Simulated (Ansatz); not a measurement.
# BH4O (doublet): from Hartree-Fock to the top rungs at distance O1–H3 along a hydrogen transfer = 1.225 Å, cc-pVDZ

How much of the correlation energy of BH4O (doublet) does each wave-function method recover here?

Computed with Ansatz 0.2.0, Gaussian basis. Level: cc-pVDZ, core rule «outside noble gas», up to 2 orbitals frozen.

The runs, in order: UHF; CCSD(T) on ROHF; CCSD(T) on UHF; BCCD(T) on ROHF; CISD; CCSDT(Q) on ROHF; CCSDT(Q) on UHF; CASSCF and MRCISD+Q, 3 electrons in 3 orbitals; CASSCF and NEVPT2, 3 electrons in 3 orbitals.

6 further runs of the same task are left out: 1 for a mislabelled method, 4 that didn't finish, 1 set aside as unsound or not needed.

### Step 1. The geometry

The geometry derives from fragments relaxed apart (PBE0/def2-TZVP) and kept rigid, so it is no stationary point. A hydrogen atom is moved between rigid fragments.

6 atoms, charge 0, spin multiplicity 2.

Atoms are counted from 1 here; the program's logs count them from 0.

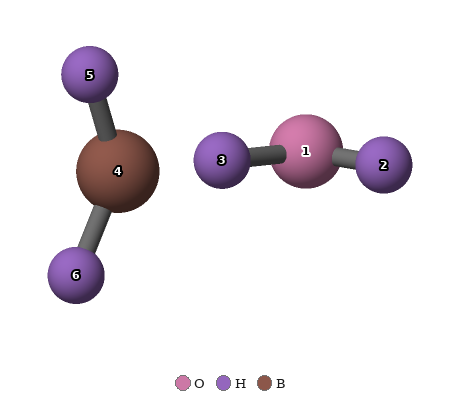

The geometry (oxygen pink, hydrogen purple, boron brown); atoms are numbered from 1 in the order of the file.

### Step 2. UHF

Contents of in.yaml:

```yaml
crystal:
  periodic: [false, false, false]
  atoms:
    - {symbol: O, position_ang: [-1.208435, -0.030281, 0.000000]}
    - {symbol: H, position_ang: [-1.457745, 0.896295, 0.000000]}
    - {symbol: H, position_ang: [0.016565, -0.030281, 0.000000]}
    - {symbol: B, position_ang: [1.540565, -0.030281, 0.000000]}
    - {symbol: H, position_ang: [2.049638, -0.030281, 1.077008]}
    - {symbol: H, position_ang: [2.049637, -0.030281, -1.077009]}
basis:
  gaussian: {orbitals: cc-pVDZ}
magnetization: {spin_polarized: true, initial_magnetization: 1}
hamiltonian: {xc: hf}
output: {orbitals: {seedname: orbitals}}
```

Run with:

```bash
$ ansatz run in.yaml --threads 1 --pin off --events-out ev --progress --plain --max-ram 2393MiB
```

After this run come: CCSD(T) on ROHF; CCSD(T) on UHF; BCCD(T) on ROHF; CISD; CCSDT(Q) on ROHF; CCSDT(Q) on UHF; CASSCF and MRCISD+Q, 3 electrons in 3 orbitals; CASSCF and NEVPT2, 3 electrons in 3 orbitals.

**Question.** What will the summary of the whole plan be? Wanted: UCCSDT(Q) below the RHF energy; RMP2 from UCCSDT(Q); UMP2 from UCCSDT(Q); RCCSD from UCCSDT(Q); RCCSD(T) from UCCSDT(Q); UCCSD(T) from UCCSDT(Q); RCCSDT(Q) from UCCSDT(Q); NEVPT2 pair from UCCSDT(Q); MRCISD+Q pair from UCCSDT(Q).

As calculated:

| quantity | value |
| --- | --- |
| UCCSDT(Q) below the RHF energy | -8.9731 eV |
| RMP2 from UCCSDT(Q) | +21.86 kcal/mol |
| UMP2 from UCCSDT(Q) | +25.79 kcal/mol |
| RCCSD from UCCSDT(Q) | +5.05 kcal/mol |
| RCCSD(T) from UCCSDT(Q) | +0.93 kcal/mol |
| UCCSD(T) from UCCSDT(Q) | +0.95 kcal/mol |
| RCCSDT(Q) from UCCSDT(Q) | +0.01 kcal/mol |
| NEVPT2 pair from UCCSDT(Q) | +22.85 kcal/mol |
| MRCISD+Q pair from UCCSDT(Q) | +2.54 kcal/mol |
| levels within 1 kcal/mol (43 meV) | RCCSD(T), UCCSD(T), BCCD(T), RCCSDT, UCCSDT, RCCSDT(Q) |
| T1 diagnostic | 0.021 |

In words: RCCSD(T) lands +0.93 kcal/mol from the yardstick (0.4 % of the correlation energy). Of the multireference levels listed MRCISD+Q pair comes nearest in total energy (+2.54 kcal/mol), which doesn't show that its space is the better one. These misses are within one basis, not against nature; the frozen cores of restricted and unrestricted runs differ, which can shift their rows.
